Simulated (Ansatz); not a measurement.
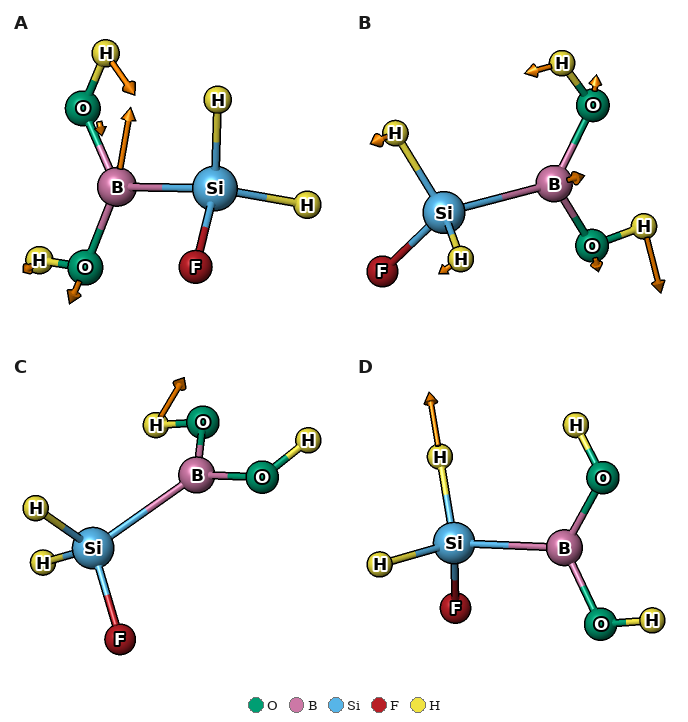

4 normal modes of one molecule or complex, as arrows. Harmonic vibrations computed with RKS PBE0-D4/def2-TZVP (Ansatz 0.2.0) at a stationary point of the same level.

### Match the panels to the wavenumbers 576 cm⁻¹, 996 cm⁻¹, 1418 cm⁻¹, 2196 cm⁻¹.

A: 1418 cm⁻¹
B: 576 cm⁻¹
C: 996 cm⁻¹, B–O–H bending
D: 2196 cm⁻¹, Si–H stretching
